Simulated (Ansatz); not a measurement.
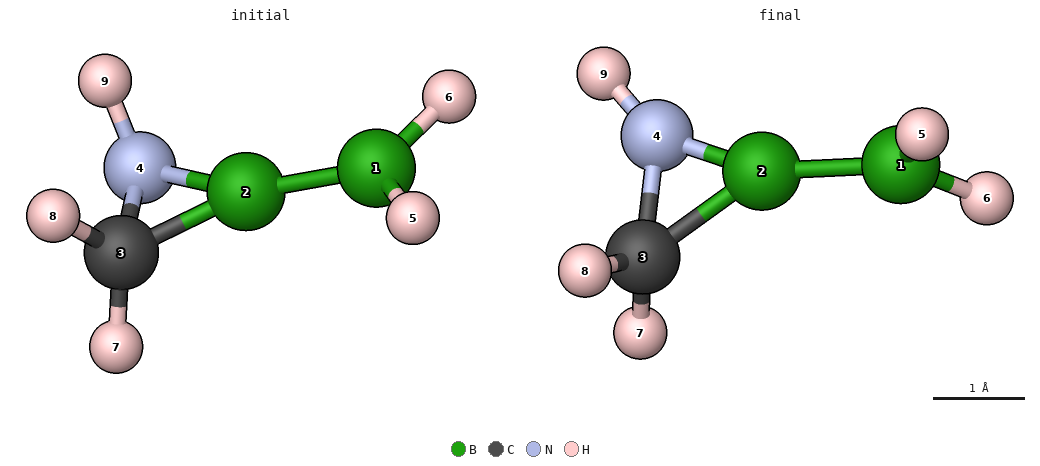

The structure of CH₅B₂N (coarse preliminary run) before (left) and after (right) a relaxation, at one scale.

Style: ball-and-stick. Shown at a tilt.

The start comes from a force field.

Level of theory: Ansatz 0.2.0, RKS PBE-D4/def2-SVP.

Input file:
```yaml
crystal:
  periodic: [false, false, false]
  atoms:
    - {symbol: B, position_ang: [-0.679700, 1.283300, -1.025000]}
    - {symbol: B, position_ang: [-0.231600, 0.087500, -0.059400]}
    - {symbol: C, position_ang: [0.618300, -1.148100, 0.264500]}
    - {symbol: N, position_ang: [-0.182400, -0.706600, 1.285100]}
    - {symbol: H, position_ang: [-0.252300, 1.452500, -2.128200]}
    - {symbol: H, position_ang: [-1.558100, 2.095200, -0.661500]}
    - {symbol: H, position_ang: [0.357500, -2.088000, -0.210900]}
    - {symbol: H, position_ang: [1.756700, -0.910800, 0.492100]}
    - {symbol: H, position_ang: [0.260000, -0.111300, 2.026300]}
basis:
  gaussian: {orbitals: def2-SVP}
hamiltonian: {xc: pbe, dispersion: d4}
relax: {f_tol: 0.03, max_steps: 200}
```

### What changed between the two?

The energy falls by 162.9 kJ/mol in 12 geometry steps. Largest force component: 4.4 eV/Å at the start, 0.0092 eV/Å at the end. The largest move after the best rigid fit is that of H6, 1.15 Å. By element the largest moves are H 1.15 Å, N 0.58 Å, B 0.24 Å, C 0.05 Å. Some distances before and after: B2–N4 1.562 → 1.365 Å, B2–C3 1.534 → 1.625 Å, C3–H8 1.185 → 1.109 Å, C3–N4 1.370 → 1.443 Å. Bond angles that change, for instance: B2–N4–H9 109.5° → 152.9°, C3–N4–H9 117.6° → 136.4°, B2–C3–N4 64.8° → 52.4°. Groups turn about B1–B2 by about 85°. The run took roughly 16 core-seconds on a shared host.
